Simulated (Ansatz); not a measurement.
# Ta(100) with 4 thermally displaced layers, 2x2: scattering by thermal displacements, part 2 of 3

Aim: the resistivity of Ta at 180 K from frozen thermal displacements between perfect leads.

Ansatz 0.2.0; Ansatz plane-wave DFT, PBE, PAW files; ballistic transport by layer matching (Landauer), zero bias; PAW set soft_1.

So far, open channels per spin nearest the Fermi level: step 2 (with 4 displaced layers) 10.5.

### Step 3. With 8 displaced layers

System of this step: Ta(100) with 8 thermally displaced layers, 2x2. The cell holds 72 atoms: 72 Ta. Cell: a = 6.605 Å, b = 6.605 Å, c = 29.723 Å, α = 90.0°, β = 90.0°, γ = 90.0°. It derives from Ta. Regions: lead, 40 atoms (40 Ta); scattering region, 32 atoms (32 Ta). The structure is stacked along c, and the current runs across the ab planes.

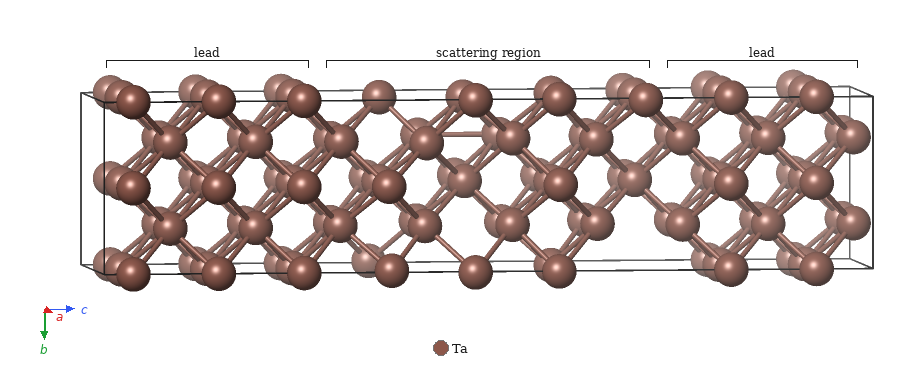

The cell of this step (tantalum brown). Some periodic images of atoms are drawn too.

File input.yaml:

```yaml
crystal:
  lattice:
    - [6.60512, 0.0, 0.0]
    - [0.0, 6.60512, 0.0]
    - [0.0, 0.0, 29.72304]
  atoms:
    - { symbol: Ta, position: [0.0, 0.0, 0.0277777778] }
    - { symbol: Ta, position: [0.0, 0.5, 0.0277777778] }
    - { symbol: Ta, position: [0.5, 0.0, 0.0277777778] }
    - { symbol: Ta, position: [0.5, 0.5, 0.0277777778] }
    - { symbol: Ta, position: [0.25, 0.25, 0.0833333333] }
    - { symbol: Ta, position: [0.25, 0.75, 0.0833333333] }
    - { symbol: Ta, position: [0.75, 0.25, 0.0833333333] }
    - { symbol: Ta, position: [0.75, 0.75, 0.0833333333] }
    - { symbol: Ta, position: [0.0, 0.0, 0.1388888889] }
    - { symbol: Ta, position: [0.0, 0.5, 0.1388888889] }
    - { symbol: Ta, position: [0.5, 0.0, 0.1388888889] }
    - { symbol: Ta, position: [0.5, 0.5, 0.1388888889] }
    - { symbol: Ta, position: [0.25, 0.25, 0.1944444444] }
    - { symbol: Ta, position: [0.25, 0.75, 0.1944444444] }
    - { symbol: Ta, position: [0.75, 0.25, 0.1944444444] }
    - { symbol: Ta, position: [0.75, 0.75, 0.1944444444] }
    - { symbol: Ta, position: [0.0, 0.0, 0.25] }
    - { symbol: Ta, position: [0.0, 0.5, 0.25] }
    - { symbol: Ta, position: [0.5, 0.0, 0.25] }
    - { symbol: Ta, position: [0.5, 0.5, 0.25] }
    - { symbol: Ta, position: [0.2640021644, 0.260220883, 0.306172785] }
    - { symbol: Ta, position: [0.2406090427, 0.7499653828, 0.3066893492] }
    - { symbol: Ta, position: [0.7399869561, 0.2530708576, 0.3062979704] }
    - { symbol: Ta, position: [0.7554095893, 0.7407971283, 0.3044127333] }
    - { symbol: Ta, position: [0.9966080596, 0.9909083916, 0.3641151623] }
    - { symbol: Ta, position: [0.9961458208, 0.5025567261, 0.3606645321] }
    - { symbol: Ta, position: [0.5123066266, 0.0102617417, 0.3622049704] }
    - { symbol: Ta, position: [0.4828744946, 0.5004043651, 0.3622919012] }
    - { symbol: Ta, position: [0.2578027104, 0.2451976751, 0.4198134509] }
    - { symbol: Ta, position: [0.2397377144, 0.7448586563, 0.4182815855] }
    - { symbol: Ta, position: [0.7503812486, 0.2655624376, 0.416992257] }
    - { symbol: Ta, position: [0.7450788654, 0.7470656061, 0.4147821552] }
    - { symbol: Ta, position: [0.9900699703, 0.0048995085, 0.47322595] }
    - { symbol: Ta, position: [0.0100612093, 0.4941352632, 0.4751394689] }
    - { symbol: Ta, position: [0.4977664453, 0.0122361773, 0.4714747605] }
    - { symbol: Ta, position: [0.4942838817, 0.5019413123, 0.4740036383] }
    - { symbol: Ta, position: [0.2512513538, 0.2454493161, 0.5254613658] }
    - { symbol: Ta, position: [0.2391074952, 0.7539068116, 0.5294871048] }
    - { symbol: Ta, position: [0.7487231154, 0.2416501209, 0.5292856033] }
    - { symbol: Ta, position: [0.740048879, 0.7444580909, 0.5288503338] }
    - { symbol: Ta, position: [0.9825120799, 0.0030028341, 0.5823287852] }
    - { symbol: Ta, position: [0.0008493132, 0.4994116537, 0.5836824038] }
    - { symbol: Ta, position: [0.5053950497, 0.99410601, 0.5857875023] }
    - { symbol: Ta, position: [0.5056431438, 0.5065574239, 0.5853451625] }
    - { symbol: Ta, position: [0.2561210737, 0.2565601131, 0.6390194461] }
    - { symbol: Ta, position: [0.2389112259, 0.7489504401, 0.6375598651] }
    - { symbol: Ta, position: [0.7389425629, 0.2520086748, 0.6379069508] }
    - { symbol: Ta, position: [0.7419964409, 0.7418938777, 0.6393524703] }
    - { symbol: Ta, position: [0.0027875702, 0.0102780354, 0.6944204125] }
    - { symbol: Ta, position: [0.0080970966, 0.5108982919, 0.6964308882] }
    - { symbol: Ta, position: [0.4816170442, 0.0095492332, 0.695031] }
    - { symbol: Ta, position: [0.5032935176, 0.5028851503, 0.6951055019] }
    - { symbol: Ta, position: [0.25, 0.25, 0.75] }
    - { symbol: Ta, position: [0.25, 0.75, 0.75] }
    - { symbol: Ta, position: [0.75, 0.25, 0.75] }
    - { symbol: Ta, position: [0.75, 0.75, 0.75] }
    - { symbol: Ta, position: [0.0, 0.0, 0.8055555556] }
    - { symbol: Ta, position: [0.0, 0.5, 0.8055555556] }
    - { symbol: Ta, position: [0.5, 0.0, 0.8055555556] }
    - { symbol: Ta, position: [0.5, 0.5, 0.8055555556] }
    - { symbol: Ta, position: [0.25, 0.25, 0.8611111111] }
    - { symbol: Ta, position: [0.25, 0.75, 0.8611111111] }
    - { symbol: Ta, position: [0.75, 0.25, 0.8611111111] }
    - { symbol: Ta, position: [0.75, 0.75, 0.8611111111] }
    - { symbol: Ta, position: [0.0, 0.0, 0.9166666667] }
    - { symbol: Ta, position: [0.0, 0.5, 0.9166666667] }
    - { symbol: Ta, position: [0.5, 0.0, 0.9166666667] }
    - { symbol: Ta, position: [0.5, 0.5, 0.9166666667] }
    - { symbol: Ta, position: [0.25, 0.25, 0.9722222222] }
    - { symbol: Ta, position: [0.25, 0.75, 0.9722222222] }
    - { symbol: Ta, position: [0.75, 0.25, 0.9722222222] }
    - { symbol: Ta, position: [0.75, 0.75, 0.9722222222] }
kpoints:
  mp_grid: { grid: [4, 4, 1] }
hamiltonian:
  xc: pbe
  pseudopotentials: { kind: paw, azcp: { folder: soft_1 } }
scf:
  occupations: { method: fermi_dirac, width: 0.1 }
output:
  transmission: { leads: [[0, 4]], kmesh: [8, 8], e_range: [-0.05, 0.05], de: 0.05 }
  write_potential: true
  write_density: true
  volumetric_format: npy
```

Run with:

```sh
ansatz run input.yaml --threads 4 --pin off --max-ram 15360MiB --backend cpu --events-out ev --progress --plain --runs-dir out
```

Numbers of over 12 decimals in the logs are rounded to 6 here.

The log of the run:

```text
[...]
Crystal: 72 atoms, lattice volume = 1296.745 Å³
Basis set: ecut = 420 eV, 25307 PW (Γ)
Bands: 562, of which v1, the nominal top of the filled ones, is band 468 counted from 1 (467 counted from 0)
Symmetry: 1 space group operations
[...]
k-points: 10 of 16 (time reversal used)
[...]
SCF iter   1: F=—  HF=-715201.266920 eV  |F-HF|=—  |Δ(HF+E_count)|=         —  Δρ=4.18e-2  dr2=2.89e1  ethr=3.10e-3  ⟨swp⟩=6.0  Hψ=22205  notcnv=0  defer=8
[...]
SCF iter   7: F=-715192.886563 eV  HF=-715192.886563 eV  |F-HF|=3.26e-9  |Δ(HF+E_count)|=   4.69e-8  Δρ=1.34e-6  dr2=1.84e-8  ethr=1.07e-11  ⟨swp⟩=11.1  Hψ=16647  notcnv=0
SCF 1 converged in 7 iterations: F = -715192.886563 eV  dr2 = 1.84e-8
[...]
transmission: 189 of 1836 steps passed
transmission: 369 of 1836 steps passed
[...]
transmission: 1836 of 1836 steps passed
SCF converged after 7 iterations
Free energy (F): -715192.886563 eV
[...]
Internal energy: -715189.799463 eV  (E = F + TS)
E sigma→0 (E₀):  -715191.343013 eV
Entropy (-TS):   -3.087100 eV (-42.876 meV/atom)
Fermi energy:    18.531892 eV
[...]
--- Band table (eV; the first three rows and the last of 10) ---
  k-point 0: bands = [... 464 lower, 19.1666, 19.1835, 19.1944, 19.1991, 19.2051, 19.2138, 19.2228, 19.2316, ... 90 higher]
  k-point 1: bands = [... 464 lower, 18.8081, 18.8231, 18.8431, 18.8582, 18.8716, 18.8846, 18.9420, 18.9585, ... 90 higher]
  k-point 2: bands = [... 464 lower, 18.3535, 18.3670, 18.4424, 18.4589, 18.5176, 18.5249, 18.5904, 18.6078, ... 90 higher]
  k-point 9: bands = [... 464 lower, 17.8703, 17.8746, 17.8816, 17.9256, 17.9326, 17.9430, 17.9712, 17.9773, ... 90 higher]
--- Transmission ---
  basis      : 377 plane waves across, 54 finite elements along
  points     : 34, standing for a mesh of 8 x 8
[...]
channels       : 1.048438e1 a spin
[...]
junction   : crystal 0 to crystal 0, 0.70 to 28.77 Å
    transmission   : 7.759533e0 a spin
[...]
```

The job ended after 26 min (4 threads of Arm Neoverse V1, shared host; peak memory 8.2 GiB).

Numbers from this step:

| Property | Result |
| --- | --- |
| free energy | -715192.8866 eV |
| energy at zero smearing | -715191.3430 eV |
| Fermi energy | 18.53 eV |
| transmission per spin nearest the Fermi level | 7.760 |
| step of the lead's potential | 1.4 meV |

Per spin. The transmission, zone mean by energy, zero at the Fermi level:

| energy (eV) | transmission, zone mean |
| --- | --- |
| -0.0500 | 7.81 |
| 0.0000 | 7.76 |
| 0.0500 | 7.40 |

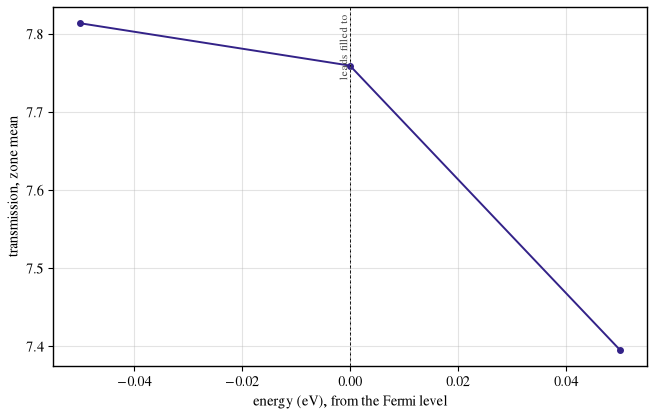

Transmission, zone mean, plotted against energy.

Over the solved energies the transmission per spin lies between 7.40 and 7.81, out of 10.2 channels of the lead on average (up to 10.5).

(Part 2 of 3 ends here.)

[Logs are printed without paths, hosts, clocks, repeated set-up lines and the standing remarks that a program may print on its own settings, such as how far it seeks lower states.]

[Hosts, paths, dates, database ids (printed as entryN), source tags and the programs' standing remarks are cut or masked in the printed files.]
